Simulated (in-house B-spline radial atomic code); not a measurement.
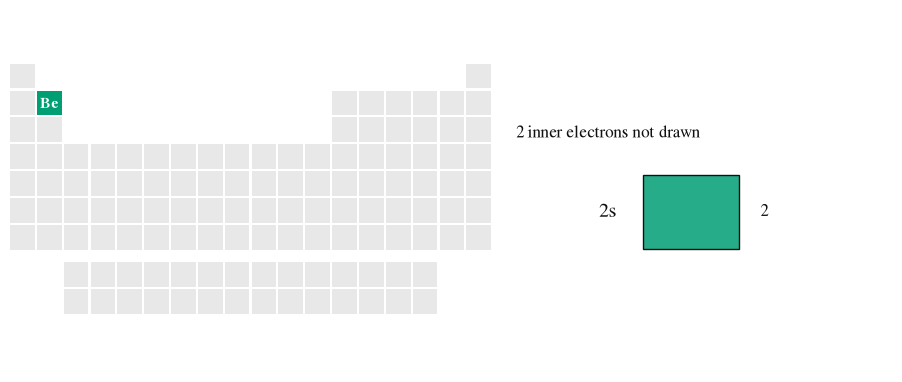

Fig. 1: Left, the place of beryllium in the periodic table; right, the outer shells as the input fills them: a box for each of the 2l + 1 orbitals, shaded by the share of the shell that is filled, with the electron count at the right.

Run report: Be, RPA and GW calculation

Be, configuration [He] 2s2. Computed at this level: RPA, second-order and SOSEX correlation energies and G0W0 (contour deformation) on a non-relativistic mean field, all electrons, B-spline basis (in-house B-spline radial atomic code).

## Input
```
Z = 4
electrons = 4.0
configuration = [He] 2s2
hamiltonian = nr
method = pbeh
lmax = 9
exact_exchange_fraction = 0.3
spin_polarised = False
box_radius = 40.0
intervals = 47
ion_configuration = [He] 2s1
```

Launched within a batch (the task file carries these settings):
```bash
python <driver script> task.json out
```

The program writes its results to a structured record and prints no log; tables and figures of this report are taken from that record.

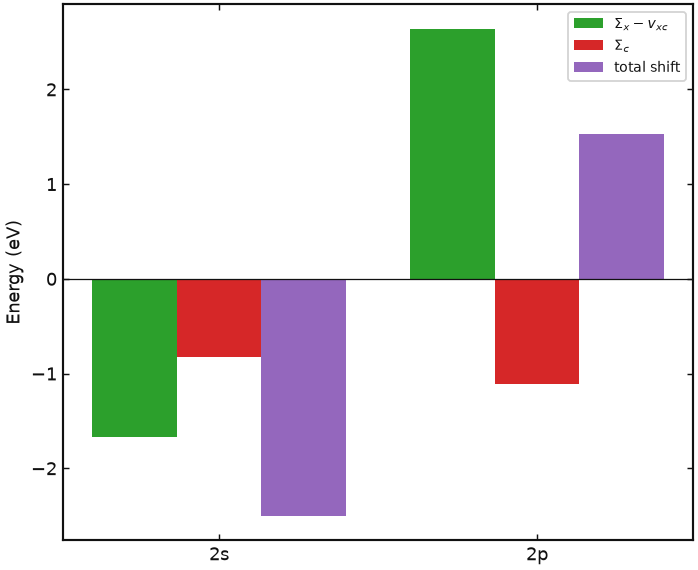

Fig. 2: Parts of the G₀W₀ correction to each level for Be I ([He] 2s²). All-electron spherical atom, non-relativistic, PBE with 30 % exact exchange start, no spin-orbit coupling, Breit or QED terms; computed with a B-spline radial code. The quasi-particle equation is solved at full frequency; levels of low quasi-particle weight Z are left out. Σ columns are in eV, and Σc holds an estimate for the angular momenta beyond the basis. G₀W₀ moves the highest occupied level, 2s, from −6.67 to −9.17 eV (renormalisation factor Z = 0.87); the measured removal energy is 9.32 eV, so the error is −0.15 eV. The empty level 2p goes from −1.08 to 0.45 eV.

| Level | Mean field (eV) | Σx − vxc (eV) | Σc (eV) | Z | G₀W₀ (eV) |
| --- | --- | --- | --- | --- | --- |
| 2s | −6.67 | −1.67 | −0.83 | 0.87 | −9.17 |
| 2p | −1.08 | 2.64 | −1.11 | 0.91 | 0.45 |

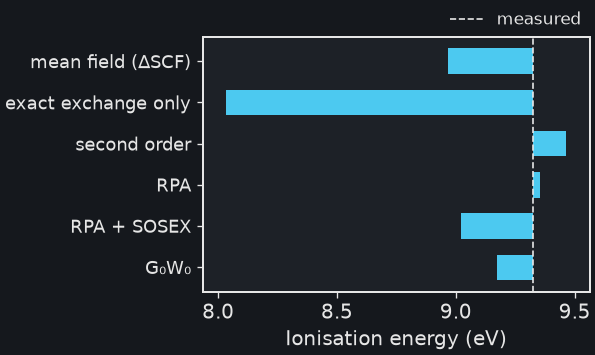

Fig. 3: Ionisation energy of Be ([He] 2s² → [He] 2s). Differences of total energies, each species on its own start, beside the G₀W₀ level.

```csv
Method,Ionisation energy (eV)
mean field (ΔSCF),8.97
exact exchange only,8.04
second order,9.46
RPA,9.36
RPA + SOSEX,9.02
G₀W₀,9.17
```

The values run from 8.04 eV (exact exchange only) to 9.46 eV (second order). The measured value is 9.32 eV; nearest to it come RPA (+0.03) and second order (+0.14), furthest exact exchange only (−1.29 eV).

## Key numbers

| quantity | value |
| --- | --- |
| outcome | converged |
| mean-field total energy | −14.63803 hartree |
| total energy with exact exchange alone | −14.57180 hartree |
| exact exchange energy | −2.66393 hartree |
| RPA correlation, extrapolated in the angular momentum of the empty orbitals | −0.16064 hartree |
| RPA correlation, as summed | −0.16039 hartree |
| direct second-order term | −0.19890 hartree |
| second-order exchange term | 0.09771 hartree |
| SOSEX term | 0.07898 hartree |
| hardware | 1 CPU thread, shared host |
| wall time | 1.3 s |
